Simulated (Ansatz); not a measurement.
# GeH2Cl (SMILES [Cl][GeH2]) at UPBE0/def2-TZVPP

What is the electronic atomisation energy of GeH2Cl at UPBE0/def2-TZVPP? 

The calculation is run with Ansatz 0.2.0.

39 further runs of the same task are left out: 39 set aside as unsound or not needed.

### 1 Starting point

GeH2Cl: 4 atoms, total charge 0, spin state doublet. As SMILES, `[Cl][GeH2]`. The shape is that of a PBE0-D4/def2-TZVP optimisation.

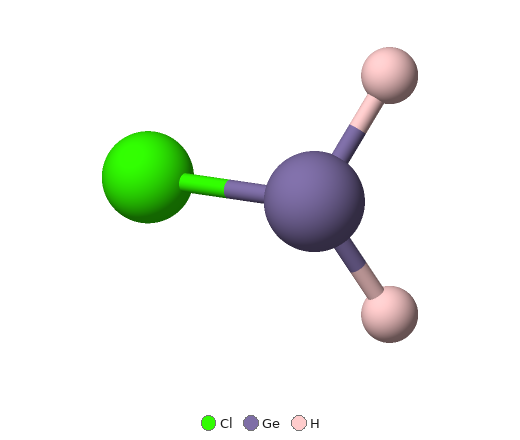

The structure, seen from a chosen angle (chlorine green, germanium purple, hydrogen pink).

### 2 The energy at UPBE0/def2-TZVPP

Contents of job.yaml:

```yaml
crystal:
  periodic: [false, false, false]
  atoms:
    - {symbol: Cl, position_ang: [-1.562900, 0.305200, 0.993500]}
    - {symbol: Ge, position_ang: [0.106700, -0.451100, -0.141600]}
    - {symbol: H, position_ang: [0.072700, 0.259600, -1.514200]}
    - {symbol: H, position_ang: [1.383400, -0.113700, 0.662300]}
basis:
  gaussian:
    orbitals: def2-TZVPP
output:
  orbitals: {seedname: orbitals}
hamiltonian:
  xc: pbe0
magnetization:
  spin_polarized: true
  initial_magnetization: 1
accuracy: high
```

Launch:

```sh
$ ansatz run job.yaml --threads 1 --pin off --max-ram 3480MiB --events-out events.jsonl --progress --plain --runs-dir runs
```

The log of the run:

```text
Warning: RAYON_NUM_THREADS=1 ignored (pool sized by the plan → 1); use --threads N
Functional definition: PBE0
  name "PBE0"
  parameter a = 0.25
  parameter kappa = 0.804
  parameter beta = 0.06672455060314922
  exchange = (1 - a)*pbe_x(kappa = kappa, mu = beta*pi^2/3) + a*exact_x
  correlation = pbe_c(beta = beta)
1798 factors; integrals over basis functions are off by at most 4.5e-9 eV
mean field evaluation 1: about -69061.8769 eV, gradient 1.3e1 eV
mean field evaluation 2: about -69061.8691 eV, gradient 1.5e1 eV
mean field evaluation 4: about -69062.4108 eV, gradient 4.9e-1 eV
mean field evaluation 8: about -69062.4436 eV, gradient 1.6e-2 eV
mean field evaluation 16: about -69062.4436 eV, gradient 2.3e-5 eV
mean field -69062.44363683 eV, -2537.9979914480 hartree, gradient 2.9e-8 eV, S^2 0.752137; 0 other end points of the search recorded, 0 dependent functions left out
reference -69062.44363886 eV, -2537.9979915227 hartree; 26, 25 occupied and 92, 93 virtual orbitals, 1798 factors
Total energy: -69062.44363886 eV, -2537.9979915227 hartree
```

Run time: 12 s. Hardware: 1 thread of Arm Neoverse V2, shared host; peak memory 0.46 GiB.

### 3 The Cl atom at the same level

Contents of job.yaml:

```yaml
crystal:
  periodic: [false, false, false]
  atoms:
    - {symbol: Cl, position_ang: [0.000000, 0.000000, 0.000000]}
basis:
  gaussian:
    orbitals: def2-TZVPP
accuracy: high
hamiltonian:
  xc: pbe0
magnetization:
  spin_polarized: true
  initial_magnetization: 1
```

Run the same way, it converges to -459.99743 Eh (log not shown).

### 4 The Ge atom, same level

Contents of molecule.yaml:

```yaml
crystal:
  periodic: [false, false, false]
  atoms:
    - {symbol: Ge, position_ang: [0.000000, 0.000000, 0.000000]}
basis:
  gaussian:
    orbitals: def2-TZVPP
magnetization:
  spin_polarized: true
  initial_magnetization: 2
hamiltonian:
  xc: pbe0
accuracy: high
```

Run the same way, it converges to -2076.65516 Eh (log not shown).

### 5 The H atom

Contents of in.yaml:

```yaml
crystal:
  periodic: [false, false, false]
  atoms:
    - symbol: H
      position_ang: [0.000000, 0.000000, 0.000000]
basis:
  gaussian: {orbitals: def2-TZVPP}
hamiltonian: {xc: pbe0}
accuracy: high
magnetization: {spin_polarized: true, initial_magnetization: 1}
```

Run the same way, it converges to -0.50104 Eh (log not shown).

### 6 What came out

At UPBE0/def2-TZVPP:

| quantity | value |
| --- | --- |
| molecule: total energy | -2537.99799 Eh |
| molecule: HOMO energy (highest over α and β) | -6.66 eV |
| molecule: LUMO energy (lowest over α and β) | -3.28 eV |
| molecule: ⟨S²⟩ | 0.752 |
| Cl atom: total energy | -459.99743 Eh |
| Cl atom: ⟨S²⟩ | 0.754 |
| Ge atom: total energy | -2076.65516 Eh |
| Ge atom: ⟨S²⟩ | 2.003 |
| H atom: total energy | -0.50104 Eh |
| H atom: ⟨S²⟩ | 0.750 |
| electronic atomisation energy | 9.342 eV |

**Reading.** Taking the molecule apart into free atoms costs 9.34 eV (901 kJ/mol), before zero-point energy and without spin-orbit coupling.
